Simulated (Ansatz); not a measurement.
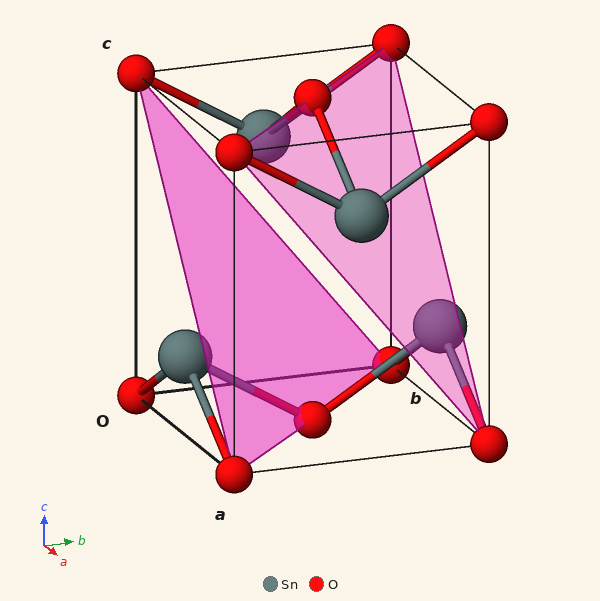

Every member of one family of equally spaced planes, hx + ky + lz = a whole number, that cuts the unit cell is shaded (one member passes through the origin O, touching the cell only at an edge or corner). Crystal: SnO, the end point of a relaxation with DFT PBE+D3(BJ), scalar-relativistic, plane waves, PAW in Ansatz 0.2.0. All values are computed from the atomic coordinates in the standard setting (tolerance 0.002 Å).

a = 3.837 Å, b = 3.837 Å, c = 4.759 Å, α = 90.00°, β = 90.00°, γ = 90.00°.

**What are the Miller indices?**

(1 1 1); the opposite sign names the same planes. The member next to the origin meets the axes a at 1, b at 1, c at 1.

**What is the spacing?**

d = 2.357 Å.

**Which atoms of the cell lie in these planes (within 0.03 Å)?**

all 2 O.
